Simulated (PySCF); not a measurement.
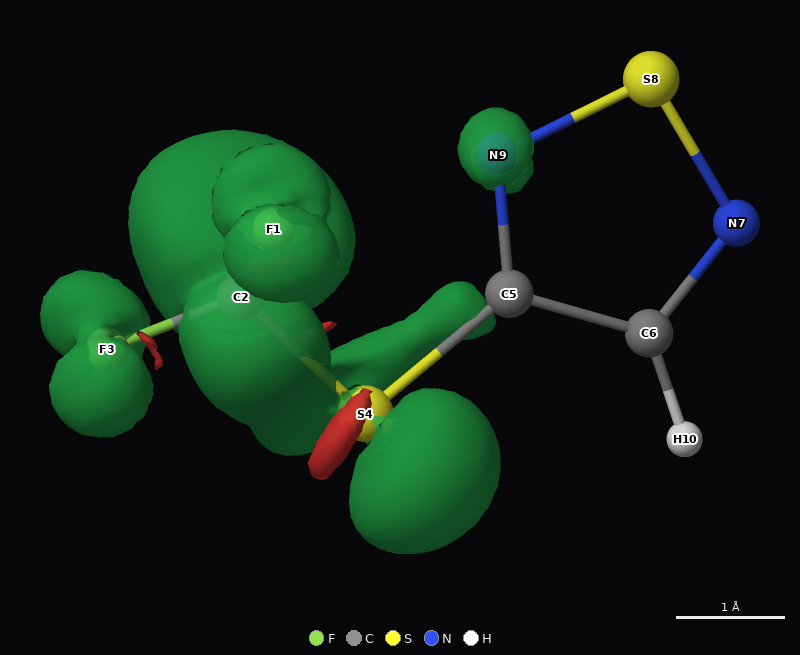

Figure. C$_{3}$HF$_{2}$N$_{2}$S$_{2}$ (doublet). Isosurfaces of the spin density (α minus β) at +0.015 (green) and −0.015 e/Å³ (red), seen at a tilt.

Geometry: GFN2-xTB.

Theory: UKS B3LYP, pcH-1 on C F H N S, non-relativistic, mean-field spin-orbit, GIAO in PySCF 2.14.0, density-fitted response routines.

```xyz
10

F     2.3042    1.0362    0.5111
C     2.1857   -0.2856    0.3780
F     3.4009   -0.8328    0.3100
S     1.0409   -0.9103   -0.7704
C    -0.4079   -0.1532   -0.1401
C    -1.6790   -0.2113   -0.7623
N    -2.5883    0.4418   -0.0870
S    -1.9130    1.0941    1.2377
N    -0.4149    0.5429    0.9780
H    -1.9197   -0.7172   -1.6775
```

Question: Where is the unpaired spin?

Answer: The unpaired spin (1 electron) lies mostly on C2 (about 0.6), S4 (about 0.2), F1 (about 0.1) and F3 (about 0.1), in electrons by Hirshfeld's partition.
